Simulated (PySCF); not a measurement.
# HO, doublet, SMILES `[OH]`: electronic structure

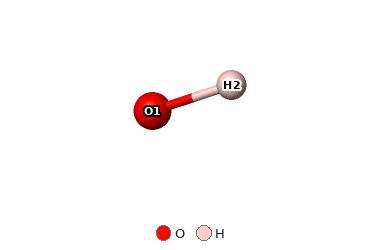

The molecule, with its atoms numbered as below. No frequency check shows the geometry to be a minimum.

Cartesian coordinates (Å):

```
O1       0.1070    0.0000    0.0000
H2      -0.8563    0.0000    0.0000
```

## 1. Bonding charge

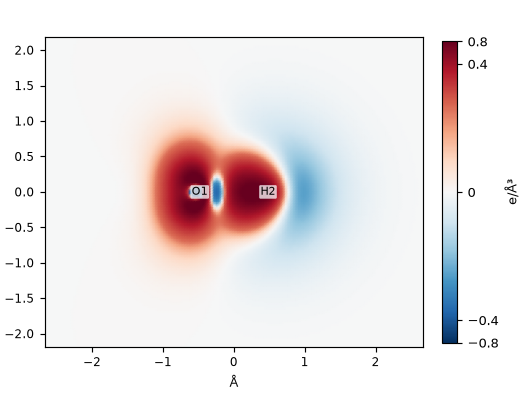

Deformation density (molecule less spherical, spin-averaged free atoms) in a plane that holds the bond; colour scale in e/Å³, logarithmic beyond ±0.1; red: gain, blue: loss.

Method: ωB97X/def2-TZVP; geometry: GFN2-xTB; program: PySCF. The stability of the open-shell solution wasn't checked. GFN2-xTB doesn't know the spin state, so this open-shell geometry is rough.

> How much density has each bond in this plane gained at its critical point, relative to the free atoms?

O1–H2: +0.91 e/Å³ at the bond critical point (bond length 0.96 Å, Mayer order 0.9). In all, 0.5 electrons gather in the regions of gain relative to the promolecule.

> Where do the Hirshfeld charges lie?

The highest Hirshfeld charge is on H2 (+0.17 e), the lowest on O1 (−0.17 e).

## 2. Bond critical points

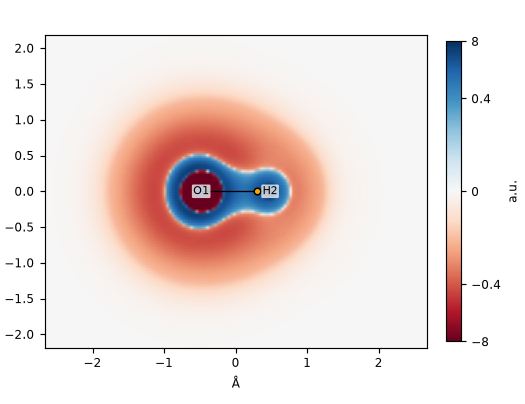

Negative Laplacian of the density (−∇²ρ) in a plane that holds the bond (blue positive, red negative, colour scale in a.u., logarithmic beyond ±0.04), with bond paths and bond critical points (dots).

> At which bond critical points in this plane is charge locally concentrated, and at which depleted?

Concentrated (∇²ρ < 0): O1–H2 (−2.51 a.u.). At none is it depleted.

> Where along O1–H2 does the critical point lie?

0.77 Å from O1 and 0.19 Å from H2.

## 3. Local ionisation energy

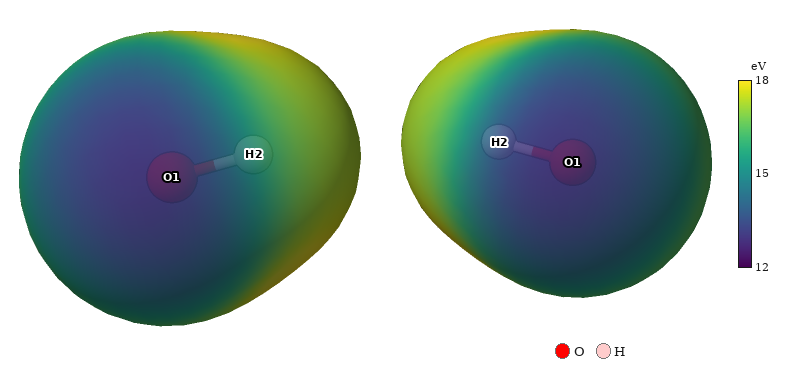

Average local ionisation energy on the surface of electron density 0.001 a.u. (back view left, front view right).

> Where are the most loosely bound electrons on this surface?

The lowest value is 13.0 eV, 1.9 Å from O1, and at like points elsewhere. For comparison, the highest occupied orbital lies at −11.7 eV.

> What volume does the surface enclose, and what is the dipole moment?

About 26 Å³; the dipole moment is 1.8 D.

## 4. Spin density

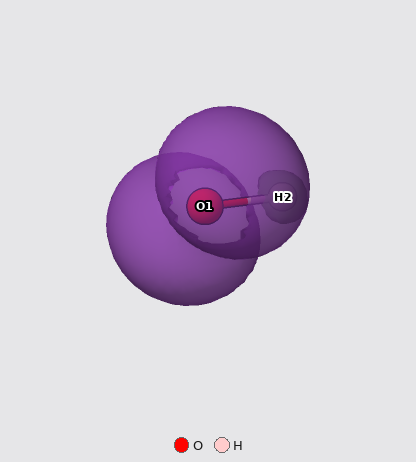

Spin density ρα − ρβ at ±0.03 e/Å³ (purple: excess α, green: excess β).

> Where is the unpaired spin?

Hirshfeld spin populations: O1 +0.96 and H2 +0.04. ⟨S²⟩ = 0.75, as for a pure state. The density isn't cylindrical: this is one component of a degenerate Π or Δ state.

## 5. In an electric field

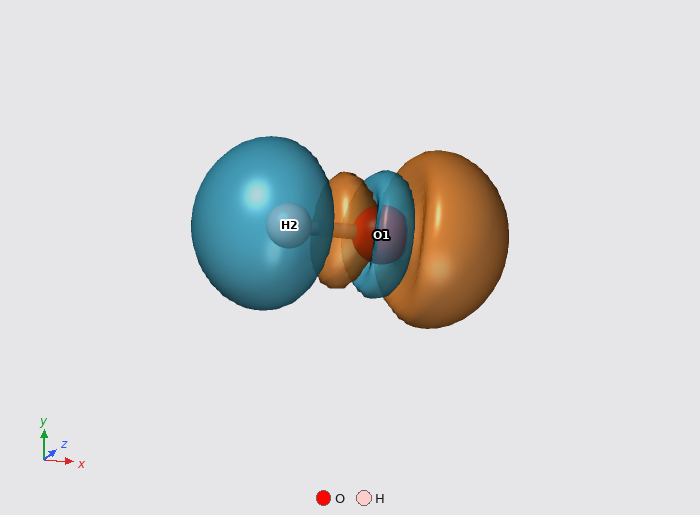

Change of the electron density in a uniform field of 0.51 V/Å, surfaces at ±0.002 e/Å³ (light blue: gain, orange: loss).

PySCF calculation, PBE0/def2-SVP, gas phase; geometry: GFN2-xTB. A basis without diffuse functions makes polarisabilities too small. The stability of the open-shell solution wasn't checked. GFN2-xTB doesn't know the spin state, so this open-shell geometry is rough.

The field was applied in both directions; the picture shows the one opposite to the script's first.

> Along which Cartesian direction does the field point?

Along +x: electrons gather on the −x side, against the field.

> How large is the response?

The induced dipole is 0.15 D (along the field); α along this axis, from the fields in both directions, is 6 bohr³ (0.8 Å³).

The PySCF runs shown took 3.1 s and 3.1 s on 1 thread of AMD EPYC 7R43 64-Core Processor (Zen 3), on a shared host.
